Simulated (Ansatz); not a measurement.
# CH4F2O2Si: molecular dynamics

The plan is to follow the molecule's vibrations and see whether its bonds hold. The start is relaxed first. Runs: 500 steps of 0.5 fs under a Langevin thermostat at 700 K. SMILES of the start: CO[Si](O)(F)F.

Method: RKS PBE0-D4/def2-SVP, in Ansatz 0.2.0.

## 1. The structure to begin with

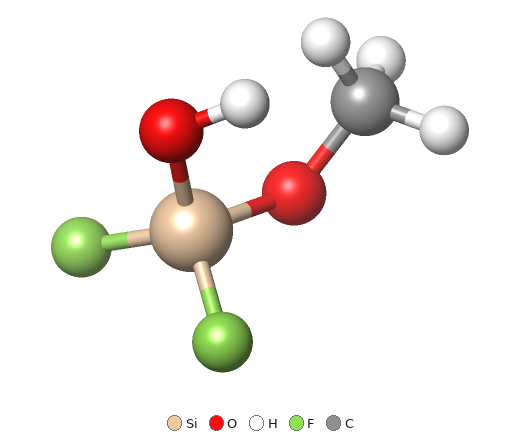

The starting structure, seen from a free direction (silicon light orange, oxygen red, hydrogen white, fluorine green, carbon grey).

As a file:

```xyz
10

Si    0.0000    0.0000    0.0000
O     0.0000    0.0000    1.6800
H    -0.9095   -0.2814    2.0171
F     1.4994    0.0000   -0.5295
F    -0.7489    1.2974   -0.5295
O    -0.7913   -1.3709   -0.5594
C    -1.5365   -2.2685    0.2501
H    -1.2251   -2.1576    1.3097
H    -2.6187   -2.0400    0.1571
H    -1.3490   -3.3106   -0.0830
```

## 2. Relaxing the start

File input.yaml:

```yaml
crystal:
  periodic: [false, false, false]
  atoms:
    - { symbol: Si, position_ang: [0.0, 0.0, 0.0] }
    - { symbol: O, position_ang: [0.0, 0.0, 1.68] }
    - { symbol: H, position_ang: [-0.9095, -0.2814, 2.0171] }
    - { symbol: F, position_ang: [1.4994, 0.0, -0.5295] }
    - { symbol: F, position_ang: [-0.7489, 1.2974, -0.5295] }
    - { symbol: O, position_ang: [-0.7913, -1.3709, -0.5594] }
    - { symbol: C, position_ang: [-1.5365, -2.2685, 0.2501] }
    - { symbol: H, position_ang: [-1.2251, -2.1576, 1.3097] }
    - { symbol: H, position_ang: [-2.6187, -2.04, 0.1571] }
    - { symbol: H, position_ang: [-1.349, -3.3106, -0.083] }
basis:
  gaussian: { orbitals: def2-SVP }
hamiltonian:
  xc: pbe0
  dispersion: d4
relax:
  f_tol: 0.02
  max_steps: 40
```

Command:

```console
$ ansatz run input.yaml --threads 4 --pin off --max-ram 5120MiB --backend cpu --events-out ev --progress --plain --runs-dir out
```

Log (excerpt; [...] marks lines left out):

```text
Warning: RAYON_NUM_THREADS=4 ignored (pool sized by the plan → 4); use --threads N
[...]
Functional definition: PBE0
[...]
1103 factors; integrals over basis functions are off by at most 5.0e-4 eV
[...]
mean field -18488.08406863 eV, -679.4245578487 hartree, gradient 6.3e-6 eV, S^2 0.000000; 0 other end points of the search recorded, 0 dependent functions left out
[...]
reference -18488.08409259 eV, -679.4245587292 hartree; 29, 29 occupied and 79, 79 virtual orbitals, 1103 factors
relax step   1: F+E_penalty+E_count = -18488.25467169 eV  Δ(F+E_penalty+E_count) = +0.000e0 eV  max|allowed force component| = 1.923e0 eV/Å  Δτ_max = 0.0000 Å  (27 SCF iters, accepted)
[...]
relax step   3: F+E_penalty+E_count = -18488.45423088 eV  Δ(F+E_penalty+E_count) = -5.651e-2 eV  max|allowed force component| = 2.101e-1 eV/Å  Δτ_max = 0.0814 Å  (28 SCF iters, accepted)
[...]
relax step   5: F+E_penalty+E_count = -18488.48761441 eV  Δ(F+E_penalty+E_count) = -2.120e-2 eV  max|allowed force component| = 2.321e-1 eV/Å  Δτ_max = 0.2000 Å  (28 SCF iters, accepted)
[...]
relax step   7: F+E_penalty+E_count = -18488.51189940 eV  Δ(F+E_penalty+E_count) = -4.873e-3 eV  max|allowed force component| = 1.273e-1 eV/Å  Δτ_max = 0.0471 Å  (28 SCF iters, accepted)
[...]
relax step   9: F+E_penalty+E_count = -18488.51915018 eV  Δ(F+E_penalty+E_count) = -1.343e-3 eV  max|allowed force component| = 1.502e-1 eV/Å  Δτ_max = 0.0176 Å  (28 SCF iters, accepted)
[...]
relax step  10: F+E_penalty+E_count = -18488.52050668 eV  Δ(F+E_penalty+E_count) = -1.357e-3 eV  max|allowed force component| = 1.802e-1 eV/Å  Δτ_max = 0.0250 Å  (27 SCF iters, accepted)
[...]
relax step  11: F+E_penalty+E_count = -18488.52473304 eV  Δ(F+E_penalty+E_count) = -4.226e-3 eV  max|allowed force component| = 1.591e-1 eV/Å  Δτ_max = 0.0554 Å  (28 SCF iters, accepted)
[...]
1103 factors; integrals over basis functions are off by at most 4.2e-4 eV
mean field -18488.36186759 eV, -679.4347667721 hartree, gradient 1.1e-5 eV, S^2 0.000000; 0 other end points of the search recorded, 0 dependent functions left out
[...]
reference -18488.36189194 eV, -679.4347676671 hartree; 29, 29 occupied and 79, 79 virtual orbitals, 1103 factors
```

## 3. More of the same log: start relaxed

Output, continued (excerpt; [...] marks lines left out):

```text
relax step  12: F+E_penalty+E_count = -18488.53099436 eV  Δ(F+E_penalty+E_count) = -6.261e-3 eV  max|allowed force component| = 2.110e-2 eV/Å  Δτ_max = 0.0922 Å  (27 SCF iters, accepted)
[...]
relax step  14: F+E_penalty+E_count = -18488.53301738 eV  Δ(F+E_penalty+E_count) = -2.023e-3 eV  max|allowed force component| = 7.589e-2 eV/Å  Δτ_max = 0.0594 Å  (28 SCF iters, accepted)
[...]
relax step  16: F+E_penalty+E_count = -18488.53520250 eV  Δ(F+E_penalty+E_count) = -1.136e-3 eV  max|allowed force component| = 9.298e-2 eV/Å  Δτ_max = 0.0404 Å  (28 SCF iters, accepted)
[...]
relax step  18: F+E_penalty+E_count = -18488.53686929 eV  Δ(F+E_penalty+E_count) = -5.260e-4 eV  max|allowed force component| = 6.802e-2 eV/Å  Δτ_max = 0.0471 Å  (28 SCF iters, accepted)
[...]
Atom 0 at    -0.177648    -0.041032     0.111010 Å, force     0.004848    -0.006614     0.001577 eV/Å
Atom 1 at     0.099411     0.152602     1.708019 Å, force    -0.004675     0.002684    -0.006947 eV/Å
Atom 2 at    -0.563221     0.615541     2.228121 Å, force     0.003731    -0.002845    -0.004398 eV/Å
Atom 3 at     1.190603    -0.609698    -0.494767 Å, force    -0.011124     0.002148     0.005935 eV/Å
Atom 4 at    -0.506731     1.354349    -0.599396 Å, force    -0.001135     0.000027     0.001383 eV/Å
Atom 5 at    -1.423211    -1.026898    -0.241310 Å, force     0.006928    -0.010794     0.008391 eV/Å
Atom 6 at    -1.541606    -2.367611     0.169842 Å, force    -0.009778    -0.010365    -0.000638 eV/Å
Atom 7 at    -1.396647    -2.475556     1.259185 Å, force     0.001003     0.001988    -0.017883 eV/Å
Atom 8 at    -2.551851    -2.721831    -0.082606 Å, force     0.019383     0.011390     0.002962 eV/Å
Atom 9 at    -0.808701    -3.011466    -0.345499 Å, force    -0.009181     0.012382     0.009618 eV/Å
Dipole moment:    -0.378140    -0.248726     0.417282 e Å
```

Run time: 35 s. Hardware: 4 threads of Arm Neoverse V1, shared host; peak memory 0.24 GiB.

Relaxation path:

```
step  energy from step 1 (eV)  largest force component (eV/Å)
   1                   0.0000                          1.9232
   2                  -0.1430                          1.0758
   3                  -0.1996                          0.2101
   4                  -0.2117                          0.3397
   5                  -0.2329                          0.2321
   6                  -0.2524                          0.1724
   7                  -0.2572                          0.1273
   8                  -0.2631                          0.1553
   9                  -0.2645                          0.1502
  10                  -0.2658                          0.1802
  11                  -0.2701                          0.1591
  12                  -0.2763                          0.0211
 13x                  -0.2616                          0.5987
  14                  -0.2783                          0.0759
  15                  -0.2794                          0.1106
  16                  -0.2805                          0.0930
  17                  -0.2817                          0.0752
  18                  -0.2822                          0.0680
  19                  -0.2824                          0.0563
  20                  -0.2826                          0.0194
```

Step 1 is the start. 1 step was tried and not accepted (13; marked x where the table lists them).

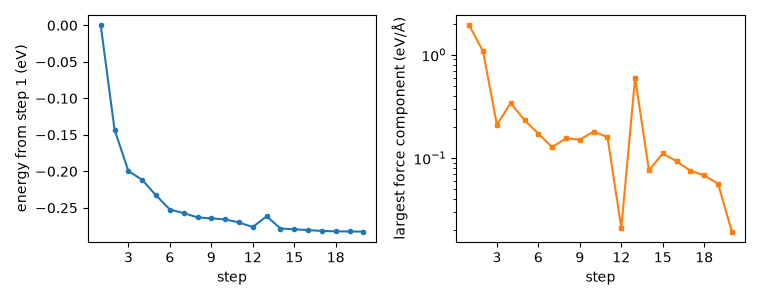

How energy and force went from step to step.

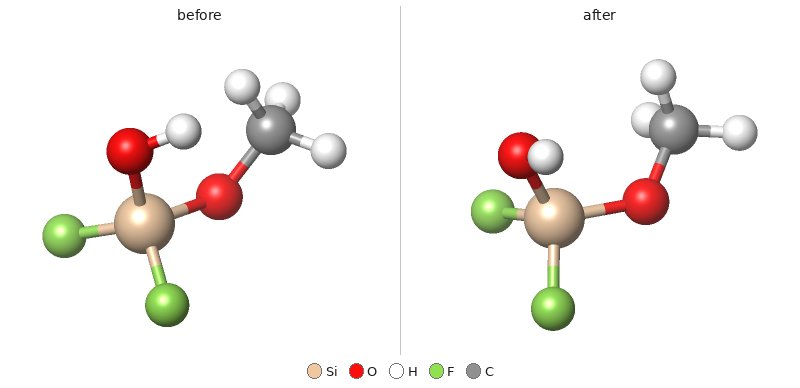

The structure before (left) and after (right), drawn at the same scale.

After: Bond lengths: Si1–O2 1.632 Å, O2–H3 0.961 Å, Si1–F4 1.601 Å, Si1–F5 1.600 Å, Si1–O6 1.627 Å, O6–C7 1.407 Å, C7–H8 1.104 Å, C7–H9 1.100 Å, C7–H10 1.103 Å. Angles: Si1–O2–H3 118.0°, O2–Si1–F4 105.5°, O2–Si1–F5 111.5°, O2–Si1–O6 114.4°, F4–Si1–F5 108.5°, F4–Si1–O6 110.9°, F5–Si1–O6 106.0°, Si1–O6–C7 125.3°, O6–C7–H8 111.7°, O6–C7–H9 108.5°, O6–C7–H10 111.3°, H8–C7–H9 108.4°, H8–C7–H10 108.5°, H9–C7–H10 108.4°.

## 4. Dynamics

500 steps of 0.5 fs under a Langevin thermostat at 700 K, from the relaxed start.

File input.yaml:

```yaml
crystal:
  periodic: [false, false, false]
  atoms:
    - { symbol: Si, position_ang: [-0.177648, -0.041032, 0.11101] }
    - { symbol: O, position_ang: [0.099411, 0.152602, 1.708019] }
    - { symbol: H, position_ang: [-0.563221, 0.615541, 2.228121] }
    - { symbol: F, position_ang: [1.190603, -0.609698, -0.494767] }
    - { symbol: F, position_ang: [-0.506731, 1.354349, -0.599396] }
    - { symbol: O, position_ang: [-1.423211, -1.026898, -0.24131] }
    - { symbol: C, position_ang: [-1.541606, -2.367611, 0.169842] }
    - { symbol: H, position_ang: [-1.396647, -2.475556, 1.259185] }
    - { symbol: H, position_ang: [-2.551851, -2.721831, -0.082606] }
    - { symbol: H, position_ang: [-0.808701, -3.011466, -0.345499] }
basis:
  gaussian: { orbitals: def2-SVP }
hamiltonian:
  xc: pbe0
  dispersion: d4
md:
  timestep: 0.5
  n_steps: 500
  ensemble: nvt_langevin
  temperature: 700.0
  initial_velocities: maxwell_boltzmann
  seed: 922566
  friction: 0.005
```

Command:

```console
$ ansatz run input.yaml --threads 4 --pin off --max-ram 5120MiB --backend cpu --events-out ev --progress --plain --runs-dir out
```

Log (excerpt; [...] marks lines left out):

```text
Warning: RAYON_NUM_THREADS=4 ignored (pool sized by the plan → 4); use --threads N
[...]
[... 1 set-up line as earlier in the session ...]
[...]
1100 factors; integrals over basis functions are off by at most 4.0e-4 eV
[...]
mean field -18488.36828160 eV, -679.4350024827 hartree, gradient 5.9e-6 eV, S^2 0.000000; 0 other end points of the search recorded, 0 dependent functions left out
[...]
reference -18488.36830586 eV, -679.4350033741 hartree; 29, 29 occupied and 79, 79 virtual orbitals, 1100 factors
md step     0: t =     0.00 fs  T =   630.0 K  F+E_penalty+E_count = -18488.53730041 eV  E_kin = 0.814338 eV  (27 SCF iters)
[...]
md step    21: t =    10.50 fs  T =   551.6 K  F+E_penalty+E_count = -18488.31907470 eV  E_kin = 0.712934 eV  (29 SCF iters, 3 dispersion substeps)
[...]
md step    42: t =    21.00 fs  T =   612.9 K  F+E_penalty+E_count = -18488.27346820 eV  E_kin = 0.792227 eV  (30 SCF iters, 3 dispersion substeps)
[...]
md step    63: t =    31.50 fs  T =   410.0 K  F+E_penalty+E_count = -18488.07347085 eV  E_kin = 0.529936 eV  (29 SCF iters, 3 dispersion substeps)
[...]
md step    83: t =    41.50 fs  T =   389.9 K  F+E_penalty+E_count = -18488.01902904 eV  E_kin = 0.503961 eV  (28 SCF iters, 3 dispersion substeps)
md step    84: t =    42.00 fs  T =   392.0 K  F+E_penalty+E_count = -18488.02949975 eV  E_kin = 0.506672 eV  (28 SCF iters, 3 dispersion substeps)
```

## 5. The output, continued: dynamics from the start

Output, continued (excerpt; [...] marks lines left out):

```text
md step    85: t =    42.50 fs  T =   403.5 K  F+E_penalty+E_count = -18488.05339341 eV  E_kin = 0.521521 eV  (27 SCF iters, 3 dispersion substeps)
[...]
md step   112: t =    56.00 fs  T =   483.1 K  F+E_penalty+E_count = -18488.11895101 eV  E_kin = 0.624467 eV  (26 SCF iters, 3 dispersion substeps)
[...]
md step   139: t =    69.50 fs  T =   398.8 K  F+E_penalty+E_count = -18488.04573999 eV  E_kin = 0.515462 eV  (29 SCF iters, 3 dispersion substeps)
[...]
md step   166: t =    83.00 fs  T =   488.4 K  F+E_penalty+E_count = -18487.86223806 eV  E_kin = 0.631253 eV  (27 SCF iters, 3 dispersion substeps)
[...]
md step   193: t =    96.50 fs  T =   768.2 K  F+E_penalty+E_count = -18488.07624552 eV  E_kin = 0.992997 eV  (28 SCF iters, 3 dispersion substeps)
md step   194: t =    97.00 fs  T =   744.7 K  F+E_penalty+E_count = -18488.01192072 eV  E_kin = 0.962602 eV  (28 SCF iters, 3 dispersion substeps)
```

## 6. The log goes on: dynamics from the start

Output, continued (excerpt; [...] marks lines left out):

```text
md step   195: t =    97.50 fs  T =   673.5 K  F+E_penalty+E_count = -18487.93506107 eV  E_kin = 0.870544 eV  (28 SCF iters, 3 dispersion substeps)
[...]
md step   217: t =   108.50 fs  T =   735.8 K  F+E_penalty+E_count = -18487.86716420 eV  E_kin = 0.951043 eV  (28 SCF iters, 3 dispersion substeps)
[...]
md step   239: t =   119.50 fs  T =   807.3 K  F+E_penalty+E_count = -18488.01362095 eV  E_kin = 1.043467 eV  (29 SCF iters, 3 dispersion substeps)
[...]
md step   261: t =   130.50 fs  T =   814.4 K  F+E_penalty+E_count = -18487.95181880 eV  E_kin = 1.052717 eV  (27 SCF iters, 3 dispersion substeps)
[...]
md step   499: t =   249.50 fs  T =   875.0 K  F+E_penalty+E_count = -18488.02171697 eV  E_kin = 1.131006 eV  (29 SCF iters, 3 dispersion substeps)
[...]
Atom 0 at    -0.249353    -0.081463     0.291869 Å, force    -0.426901     0.158551    -3.480737 eV/Å
Atom 1 at     0.455300     0.419471     1.632268 Å, force     0.716954     0.838319     0.030242 eV/Å
Atom 2 at     0.282671    -0.216484     2.308290 Å, force    -0.046735    -0.561856     1.204887 eV/Å
Atom 3 at     0.641619    -1.091183    -0.624052 Å, force    -0.045148     0.402784     0.618642 eV/Å
Atom 4 at    -0.464418     1.168142    -0.771835 Å, force    -0.011890    -1.058396     1.387372 eV/Å
Atom 5 at    -1.592135    -0.899125     0.673524 Å, force    -2.295370    -0.078488    -0.480943 eV/Å
Atom 6 at    -2.840420    -1.148399    -0.045709 Å, force     2.839669    -2.605998     0.851710 eV/Å
Atom 7 at    -2.794864    -2.130518    -0.588878 Å, force     0.239135     0.732655     0.244150 eV/Å
Atom 8 at    -3.696165    -1.205054     0.565957 Å, force    -0.912929    -0.281541     1.960149 eV/Å
Atom 9 at    -3.119997    -0.397279    -0.683719 Å, force    -0.056785     2.453970    -2.335472 eV/Å
Dipole moment:    -0.507531    -0.283981     0.341930 e Å
```

It took 12 min on 4 threads of Arm Neoverse V1, shared host; peak memory 0.24 GiB.

## 7. Frames and traces

One step in 36; energies are changes from step 0:

| time (fs) | T (K) | potential energy change (meV/atom) |
| --- | --- | --- |
| 0.0 | 630 | 0.0 |
| 18.0 | 396 | 45.5 |
| 36.0 | 533 | 31.6 |
| 54.0 | 421 | 51.9 |
| 72.0 | 466 | 51.4 |
| 90.0 | 788 | 37.8 |
| 108.0 | 757 | 62.4 |
| 126.0 | 719 | 62.5 |
| 144.0 | 613 | 72.9 |
| 162.0 | 857 | 49.4 |
| 180.0 | 441 | 106.3 |
| 198.0 | 669 | 80.6 |
| 216.0 | 855 | 72.0 |
| 234.0 | 797 | 66.5 |
| 250.0 | 889 | 50.7 |

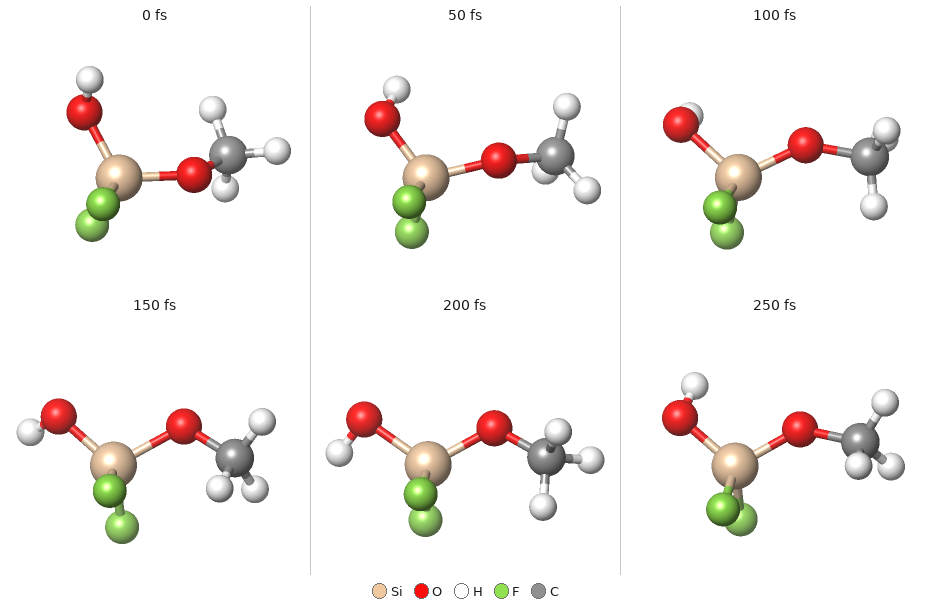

Six frames of the run, seen from a chosen angle. Sticks join atoms within a bonding distance in each frame.

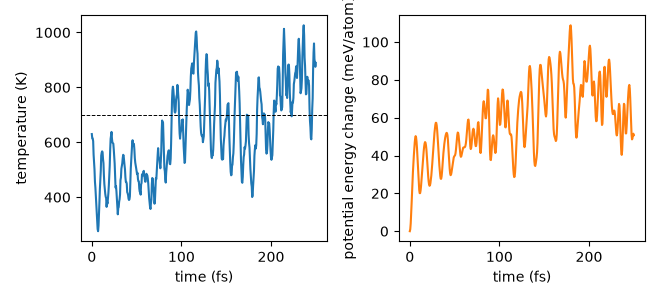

Time series of the run, each on its own scale. The dashed line is the set temperature.

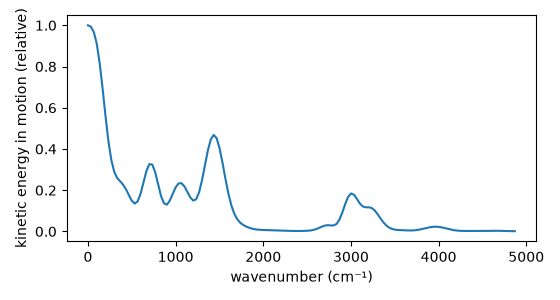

Power spectrum of the mass-weighted velocities; a run of 250 fs resolves no finer than about 270 cm⁻¹.

## 8. Positions and forces

Extended XYZ, with forces in eV/Å:

```xyz
10
time_fs=31.0 T=393 dE=0.5025
Si   -0.182   -0.086    0.102    1.052    0.787    0.135
O     0.307    0.235    1.625    0.076   -0.095   -0.073
H    -0.037    0.016    2.489   -0.223   -0.112   -0.201
F     1.114   -0.721   -0.638   -0.529    0.145    0.121
F    -0.418    1.374   -0.563   -0.109   -0.838    0.065
O    -1.477   -1.006   -0.117    0.323    0.289   -0.018
C    -1.864   -2.372    0.040    1.580    2.045   -0.578
H    -2.128   -2.423    1.089   -0.620   -1.060    0.257
H    -2.599   -2.394   -0.724   -1.829   -0.989   -0.232
H    -1.077   -3.052   -0.311    0.279   -0.173    0.525
10
time_fs=62.5 T=467 dE=0.4624
Si   -0.107   -0.125    0.073    0.649    0.198   -0.399
O     0.382    0.280    1.615   -0.080   -1.308   -0.686
H     0.446   -0.510    2.187   -0.006    0.700   -0.269
F     1.099   -0.834   -0.841   -1.573    0.732    1.278
F    -0.417    1.306   -0.610    0.191   -0.658    0.113
O    -1.481   -0.991    0.076    0.268    0.608    0.355
C    -2.159   -2.168   -0.130    0.332   -1.824    0.972
H    -3.027   -2.398    0.523    0.363    0.922    0.675
H    -2.653   -2.220   -1.073    0.011    0.096   -1.605
H    -1.511   -3.073    0.022   -0.154    0.535   -0.434
10
time_fs=94.0 T=754 dE=0.4810
Si   -0.157   -0.175    0.028    1.097   -1.346    1.472
O     0.577    0.171    1.462   -0.270   -0.497    0.330
H     0.916   -0.559    2.022   -0.474    0.730   -0.727
F     0.999   -0.900   -0.819   -0.239   -0.439   -0.484
F    -0.385    1.183   -0.727   -0.654    0.905   -0.411
O    -1.452   -1.126    0.261    1.342    1.433    0.350
C    -2.403   -1.952   -0.250   -0.834   -2.640   -0.308
H    -3.432   -1.603    0.128    1.178   -0.743   -0.677
H    -2.369   -2.045   -1.383   -0.276    0.413    0.940
H    -2.159   -3.071    0.108   -0.870    2.184   -0.487
10
time_fs=125.0 T=623 dE=0.7130
Si   -0.077   -0.211    0.086   -1.992   -1.658   -0.211
O     0.660    0.131    1.406   -0.193    1.176    0.711
H     1.310   -0.045    2.039    1.152   -0.504    0.948
F     0.819   -1.029   -0.925    0.810   -0.483   -0.844
F    -0.506    1.109   -0.658   -0.269    1.022   -0.563
O    -1.401   -1.129    0.423    1.301    1.242    0.345
C    -2.455   -1.552   -0.404    0.201   -0.968    2.280
H    -3.063   -0.647   -0.692    0.052   -1.036   -0.087
H    -1.950   -2.079   -1.258   -1.218    0.032    0.188
H    -2.974   -2.264    0.417    0.156    1.177   -2.766
10
time_fs=156.0 T=482 dE=0.9159
Si   -0.069   -0.289    0.176   -2.919    0.426   -0.185
O     0.718    0.200    1.549    0.369   -1.003   -1.551
H     1.641   -0.048    1.371    0.124    0.297    0.669
F     0.740   -1.131   -0.948    0.185    0.421    0.849
F    -0.626    1.030   -0.633    0.764   -0.803    0.555
O    -1.475   -1.157    0.586    0.304    1.014   -1.997
C    -2.414   -1.232   -0.504   -3.183    0.379   -0.347
H    -2.467   -0.492   -1.345    1.221    0.422    0.950
H    -2.446   -2.139   -1.089    0.969   -1.257    0.126
H    -3.571   -1.193   -0.263    2.165    0.104    0.932
10
time_fs=187.5 T=795 dE=0.5774
Si   -0.186   -0.251    0.240   -1.196    0.389    0.573
O     0.746    0.139    1.496    1.866    0.527    0.626
H     1.738    0.209    1.329   -2.224   -0.224    0.276
F     0.782   -1.077   -0.672    0.943   -1.090   -1.558
F    -0.610    1.042   -0.638    0.039   -0.194    0.197
O    -1.548   -1.113    0.590   -0.052    0.611   -0.598
C    -2.542   -1.181   -0.483    0.222    2.428    0.919
H    -2.067   -0.575   -1.373   -1.607   -1.399    1.091
H    -2.735   -2.240   -0.642   -0.012   -0.268   -0.586
H    -3.550   -0.686   -0.092    2.023   -0.780   -0.940
10
time_fs=219.0 T=880 dE=0.7313
Si   -0.164   -0.223    0.239   -3.156    1.539   -0.495
O     0.574    0.296    1.508    0.508    0.801    1.734
H     1.369    0.276    2.021    0.311   -0.229   -0.039
F     0.758   -1.159   -0.594    1.135   -1.010   -1.395
F    -0.696    1.089   -0.576    0.931   -0.424   -0.293
O    -1.597   -0.899    0.585   -0.869   -1.382   -0.520
C    -2.740   -1.145   -0.304    3.613    1.773   -1.679
H    -2.414   -1.375   -1.416   -0.309    0.579    1.866
H    -3.178   -2.051    0.012   -1.379   -0.878    0.839
H    -3.255   -0.167   -0.308   -0.786   -0.769   -0.017
10
time_fs=250.0 T=889 dE=0.5073
Si   -0.249   -0.082    0.292   -0.427    0.159   -3.481
O     0.455    0.419    1.632    0.717    0.838    0.030
H     0.283   -0.216    2.308   -0.047   -0.562    1.205
F     0.642   -1.091   -0.624   -0.045    0.403    0.619
F    -0.464    1.168   -0.772   -0.012   -1.058    1.387
O    -1.592   -0.899    0.673   -2.295   -0.079   -0.481
C    -2.840   -1.148   -0.046    2.840   -2.606    0.852
H    -2.795   -2.131   -0.589    0.239    0.733    0.244
H    -3.696   -1.205    0.566   -0.913   -0.281    1.960
H    -3.120   -0.397   -0.684   -0.057    2.454   -2.336
```

## 9. Outcome

| quantity | value |
| --- | --- |
| relaxation of the start | 18 moves, 0.283 eV lower |
| length | 500 steps of 0.5 fs |
| temperature, first and last step | 630 and 889 K |
| temperature, second half | mean 721 K, from 401 to 1026 K |
| potential energy, second half | +70 meV/atom from the start |
| bonds formed or broken | 0 |

**Reading.** Against a set 700 K the second half averages 721 K with a spread of 138 K. No bond forms or breaks. A run of 250 fs with 10 atoms shows the motion but fixes no equilibrium value. The nuclei move classically, without zero-point motion, which matters most for hydrogen.
